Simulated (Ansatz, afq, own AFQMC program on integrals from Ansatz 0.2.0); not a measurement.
# GeH4 (singlet): AFQMC on the coupled-cluster ladder at distance Ge1–H2 = 1.358 Å, cc-pVDZ

Aim: compute GeH4 (singlet) with auxiliary-field quantum Monte Carlo on the same integrals as coupled cluster, and set the energies side by side.

The runs use Ansatz 0.2.0, Gaussian basis, and an in-house AFQMC program (afq) on its integrals; all values are calculated; cc-pVDZ, frozen cores.

The runs, in order: PBE (unrestricted); r2SCAN (unrestricted); PBE0 (unrestricted); B3LYP (unrestricted); wB97M-V (unrestricted); B2PLYP (unrestricted); CCSD(T) on RHF; CCSDT(Q) on RHF; Phaseless AFQMC, CISD trial on RHF; Free-projection AFQMC, CISD trial on RHF; UHF.

3 further runs of the same task are left out: 3 that didn't finish.

**1. The geometry**

The geometry derives from a PBE0/def2-TZVP stationary point (not a proven minimum). One bond is set to the value named and the two fragments are kept rigid. No spin-orbit coupling is included. The filled d shell of Ge may be among the frozen orbitals whatever the setting's name suggests; the logs give the count.

5 atoms, charge 0, spin multiplicity 1.

Atoms are counted from 1 here; the program's logs count them from 0.

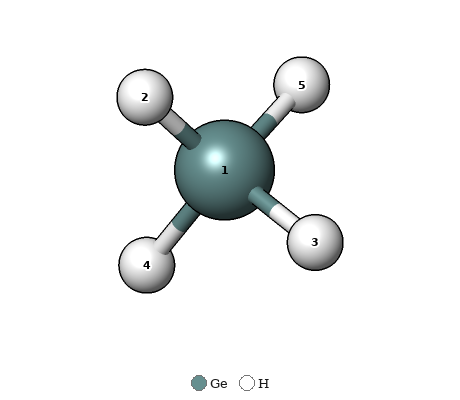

The structure; germanium teal, hydrogen white; atoms are numbered from 1 in the order of the file.

**2. PBE (unrestricted)**

Input file in.yaml:

```yaml
crystal:
  periodic: [false, false, false]
  atoms:
    - {symbol: Ge, position_ang: [0.001336, 0.001341, 0.001339]}
    - {symbol: H, position_ang: [0.784020, 0.786569, 0.785550]}
    - {symbol: H, position_ang: [-0.886550, -0.882681, 0.886998]}
    - {symbol: H, position_ang: [-0.882488, 0.885854, -0.887886]}
    - {symbol: H, position_ang: [0.888724, -0.886350, -0.881145]}
basis:
  gaussian: {orbitals: cc-pVDZ}
magnetization: {spin_polarized: true, initial_magnetization: 0}
hamiltonian: {xc: {name: PBE}}
output: {orbitals: {seedname: orbitals}}
```

Command:

```console
$ ansatz run in.yaml --threads 1 --pin off --events-out ev --progress --plain --max-ram 1382MiB
```

Standard output:

```text
Functional definition: PBE
  name "PBE"
  cite "Perdew, Burke & Ernzerhof, Phys. Rev. Lett. 77, 3865 (1996) doi:10.1103/PhysRevLett.77.3865"
  parent pbe
  parameter kappa = 0.804
  parameter beta = 0.06672455060314922
  exchange = pbe_x(kappa = kappa, mu = beta*pi^2/3)
  correlation = pbe_c(beta = beta)
607 factors; their error is unknown
mean field evaluation 1: about -56572.0554 eV, gradient 8.8e0 eV
mean field evaluation 2: about -56572.5895 eV, gradient 2.9e0 eV
mean field evaluation 4: about -56572.6568 eV, gradient 3.5e-2 eV
mean field evaluation 8: about -56572.6513 eV, gradient 1.8e-3 eV
mean field -56572.65131087 eV, -2079.0065893541 hartree, gradient 1.5e-5 eV, S^2 0.000000; 0 other end points of the search recorded, 0 dependent functions left out
reference -56572.65134143 eV, -2079.0065904773 hartree; 18, 18 occupied and 29, 29 virtual orbitals, 607 factors
Total energy: -56572.65134143 eV, -2079.0065904773 hartree
```

It took 0.85 s on 1 thread of Arm Neoverse V2, shared host.

From the report: ⟨S²⟩ of the determinant 0.000 (pure singlet: 0.00).

**3. r2SCAN (unrestricted)**

in.yaml, as its differences from that of step 2:

```diff
@@ -11,3 +11,2 @@
 magnetization: {spin_polarized: true, initial_magnetization: 0}
-hamiltonian: {xc: {name: PBE}}
-output: {orbitals: {seedname: orbitals}}
+hamiltonian: {xc: {name: r2SCAN}}
```

The command is unchanged.

Standard output:

```text
Functional definition: r2SCAN
  name "r2SCAN"
  cite "Furness, Kaplan, Ning, Perdew & Sun, J. Phys. Chem. Lett. 11, 8208 (2020) doi:10.1021/acs.jpclett.0c02405"
  cite "Furness, Kaplan, Ning, Perdew & Sun, J. Phys. Chem. Lett. 11, 9248 (2020) doi:10.1021/acs.jpclett.0c03077"
  parent r2scan
  parameter k0 = 0.174
  parameter k1 = 0.065
  parameter a1 = 4.9479
  exchange = r2scan_x(k0 = k0, k1 = k1, a1 = a1)
  correlation = r2scan_c
607 factors; their error is unknown
mean field evaluation 1: about -56580.9621 eV, gradient 6.6e0 eV
mean field evaluation 2: about -56581.2575 eV, gradient 1.7e0 eV
mean field evaluation 4: about -56581.2783 eV, gradient 6.6e-2 eV
mean field evaluation 8: about -56581.2742 eV, gradient 2.3e-4 eV
mean field -56581.27422216 eV, -2079.3234754993 hartree, gradient 4.8e-5 eV, S^2 0.000000; 0 other end points of the search recorded, 0 dependent functions left out
reference -56581.27423193 eV, -2079.3234758584 hartree; 18, 18 occupied and 29, 29 virtual orbitals, 607 factors
Total energy: -56581.27423193 eV, -2079.3234758584 hartree
```

It took 2 s on 1 thread of Arm Neoverse V2, shared host.

From the report: ⟨S²⟩ of the determinant 0.000 (pure singlet: 0.00).

**4. PBE0 (unrestricted)**

in.yaml, as its differences from that of step 3:

```diff
@@ -11,2 +11,3 @@
 magnetization: {spin_polarized: true, initial_magnetization: 0}
-hamiltonian: {xc: {name: r2SCAN}}
+hamiltonian: {xc: {name: PBE0}}
+output: {orbitals: {seedname: orbitals}}
```

Launched as before.

Standard output:

```text
Functional definition: PBE0
  name "PBE0"
  cite "Adamo & Barone, J. Chem. Phys. 110, 6158 (1999) doi:10.1063/1.478522"
  cite "Perdew, Burke & Ernzerhof, Phys. Rev. Lett. 77, 3865 (1996) doi:10.1103/PhysRevLett.77.3865"
  parent pbe
  parameter a = 0.25
  parameter kappa = 0.804
  parameter beta = 0.06672455060314922
  exchange = (1 - a)*pbe_x(kappa = kappa, mu = beta*pi^2/3) + a*exact_x
  correlation = pbe_c(beta = beta)
497 factors; integrals over basis functions are off by at most 9.6e-4 eV
mean field evaluation 1: about -56574.2298 eV, gradient 4.8e0 eV
mean field evaluation 2: about -56574.3761 eV, gradient 8.4e-1 eV
mean field evaluation 4: about -56574.3985 eV, gradient 8.8e-1 eV
mean field evaluation 8: about -56574.4050 eV, gradient 5.9e-3 eV
mean field -56574.40497351 eV, -2079.0710352676 hartree, gradient 2.5e-5 eV, S^2 0.000000; 0 other end points of the search recorded, 0 dependent functions left out
reference -56574.40499653 eV, -2079.0710361134 hartree; 18, 18 occupied and 29, 29 virtual orbitals, 497 factors
Total energy: -56574.40499653 eV, -2079.0710361134 hartree
```

Wall time 1.3 s (1 thread of Arm Neoverse V2, shared host).

From the report: ⟨S²⟩ of the determinant 0.000 (pure singlet: 0.00).

**5. B3LYP (unrestricted)**

in.yaml, as its differences from that of step 4:

```diff
@@ -11,3 +11,2 @@
 magnetization: {spin_polarized: true, initial_magnetization: 0}
-hamiltonian: {xc: {name: PBE0}}
-output: {orbitals: {seedname: orbitals}}
+hamiltonian: {xc: {name: B3LYP}}
```

The command is unchanged.

Standard output:

```text
Functional definition: B3LYP
  name "B3LYP"
  cite "Stephens, Devlin, Chabalowski & Frisch, J. Phys. Chem. 98, 11623 (1994) doi:10.1021/j100096a001"
  cite "Becke, Phys. Rev. A 38, 3098 (1988) doi:10.1103/PhysRevA.38.3098"
  cite "Lee, Yang & Parr, Phys. Rev. B 37, 785 (1988) doi:10.1103/PhysRevB.37.785"
  cite "Vosko, Wilk & Nusair, Can. J. Phys. 58, 1200 (1980) doi:10.1139/p80-159"
  parameter a0 = 0.2
  parameter ax = 0.72
  parameter ac = 0.81
  exchange = (1 - a0 - ax)*slater_x + ax*b88_x + a0*exact_x
  correlation = (1 - ac)*vwn_rpa_c + ac*lyp_c
497 factors; integrals over basis functions are off by at most 9.6e-4 eV
mean field evaluation 1: about -56582.8121 eV, gradient 6.1e0 eV
mean field evaluation 2: about -56583.0737 eV, gradient 1.4e0 eV
mean field evaluation 4: about -56583.1068 eV, gradient 3.2e-1 eV
mean field evaluation 8: about -56583.1075 eV, gradient 9.5e-4 eV
mean field -56583.10748283 eV, -2079.3908465861 hartree, gradient 4.2e-6 eV, S^2 0.000000; 0 other end points of the search recorded, 0 dependent functions left out
reference -56583.10769189 eV, -2079.3908542691 hartree; 18, 18 occupied and 29, 29 virtual orbitals, 497 factors
Total energy: -56583.10769189 eV, -2079.3908542691 hartree
```

Wall time 1.2 s (1 thread of Arm Neoverse V2, shared host).

From the report: ⟨S²⟩ of the determinant 0.000 (pure singlet: 0.00).

**6. wB97M-V (unrestricted)**

in.yaml, as its differences from that of step 5:

```diff
@@ -11,2 +11,3 @@
 magnetization: {spin_polarized: true, initial_magnetization: 0}
-hamiltonian: {xc: {name: B3LYP}}
+hamiltonian: {xc: {name: wB97M-V}}
+output: {orbitals: {seedname: orbitals}}
```

The command is unchanged.

Standard output:

```text
Functional definition: wB97M-V
  name "wB97M-V"
  cite "Mardirossian & Head-Gordon, J. Chem. Phys. 144, 214110 (2016) doi:10.1063/1.4952647"
  cite "Becke, J. Chem. Phys. 107, 8554 (1997) doi:10.1063/1.475007"
  cite "Vydrov & Van Voorhis, J. Chem. Phys. 133, 244103 (2010) doi:10.1063/1.3521275"
  # Of w^i u^j: cxij and so on, Table III.
  parameter omega = 0.3/bohr
  parameter cx = 0.15
  parameter cx01 = 1.007
  parameter cx10 = 0.259
  parameter css00 = 0.443
  parameter css04 = -1.437
  parameter css10 = -4.535
  parameter css20 = -3.390
  parameter css43 = 4.278
  parameter cos00 = 1.000
  parameter cos10 = 1.358
  parameter cos20 = 2.924
  parameter cos21 = -8.812
  parameter cos60 = -1.390
  parameter cos61 = 9.142
  parameter b = 6.0
  parameter c = 0.01
  gx(w, u) = 1 - cx + cx01*u + cx10*w
  gss(w, u) = css00 + css04*u^4 + css10*w + css20*w^2 + css43*w^4*u^3
  gos(w, u) = cos00 + cos10*w + (cos20 + cos21*u)*w^2 + (cos60 + cos61*u)*w^6
  exchange = spin_sum(e_x_unif_sr(omega)*gx(b97_w, b97_u_x)) + cx*exact_x_sr(omega) + exact_x_lr(omega)
  correlation = spin_sum(e_c_pw_mod_same_spin*gss(b97_w, b97_u_same))
      + integral(e_c_pw_mod_opposite_spin*gos(b97_w_opposite, b97_u_opposite)) + vv10(b, c)
497 factors; integrals over basis functions are off by at most 9.6e-4 eV
162 factors; integrals over basis functions are off by at most 4.8e-6 eV
mean field evaluation 1: about -56577.8412 eV, gradient 4.1e0 eV
mean field evaluation 2: about -56577.9396 eV, gradient 1.1e0 eV
mean field evaluation 4: about -56577.9620 eV, gradient 3.8e-1 eV
mean field evaluation 8: about -56577.9628 eV, gradient 1.1e-3 eV
mean field -56577.96276179 eV, -2079.2017815753 hartree, gradient 1.1e-5 eV, S^2 0.000000; 0 other end points of the search recorded, 0 dependent functions left out
reference -56577.96279647 eV, -2079.2017828499 hartree; 18, 18 occupied and 29, 29 virtual orbitals, 497 factors
Total energy: -56577.96279647 eV, -2079.2017828499 hartree
```

Run time: 4.3 s. Hardware: 1 thread of Arm Neoverse V2, shared host.

From the report: ⟨S²⟩ of the determinant 0.000 (pure singlet: 0.00).

**7. B2PLYP (unrestricted)**

in.yaml, as its differences from that of step 6:

```diff
@@ -11,3 +11,3 @@
 magnetization: {spin_polarized: true, initial_magnetization: 0}
-hamiltonian: {xc: {name: wB97M-V}}
-output: {orbitals: {seedname: orbitals}}
+hamiltonian: {xc: {name: B2PLYP}}
+correlation: {electrons: outside_noble_gas}
```

The command is unchanged.

Standard output:

```text
Functional definition: B2PLYP
  name "B2PLYP"
  cite "Grimme, J. Chem. Phys. 124, 034108 (2006) doi:10.1063/1.2148954"
  cite "Becke, Phys. Rev. A 38, 3098 (1988) doi:10.1103/PhysRevA.38.3098"
  cite "Lee, Yang & Parr, Phys. Rev. B 37, 785 (1988) doi:10.1103/PhysRevB.37.785"
  parameter a = 0.53
  parameter c = 0.27
  exchange = (1 - a)*b88_x + a*exact_x
  correlation = (1 - c)*lyp_c + c*(mp2_os + mp2_ss)
497 factors; integrals over basis functions are off by at most 9.6e-4 eV
mean field evaluation 1: about -56568.8862 eV, gradient 3.4e0 eV
mean field evaluation 2: about -56568.8872 eV, gradient 3.4e0 eV
mean field evaluation 4: about -56568.9703 eV, gradient 8.4e-2 eV
mean field evaluation 8: about -56568.9704 eV, gradient 6.7e-4 eV
mean field -56568.97036464 eV, -2078.8713170754 hartree, gradient 5.1e-6 eV, S^2 0.000000; 0 other end points of the search recorded, 0 dependent functions left out
14 core orbitals not correlated: weight in the atoms' cores, before any rotation towards them, 0.998 or more for the frozen orbitals, at most 0.001 for the correlated occupied ones
reference -56568.97049852 eV, -2078.8713219953 hartree; 4, 4 occupied and 29, 29 virtual orbitals, 497 factors
second order -3.76861087 eV of doubles, -0.00000000 eV of singles
Total energy: -56569.98802345 eV, -2078.9087153469 hartree
```

Run time: 1.2 s. Hardware: 1 thread of Arm Neoverse V2, shared host.

From the report: ⟨S²⟩ of the determinant 0.000 (pure singlet: 0.00).

(Part 1 of 2 ends here.)
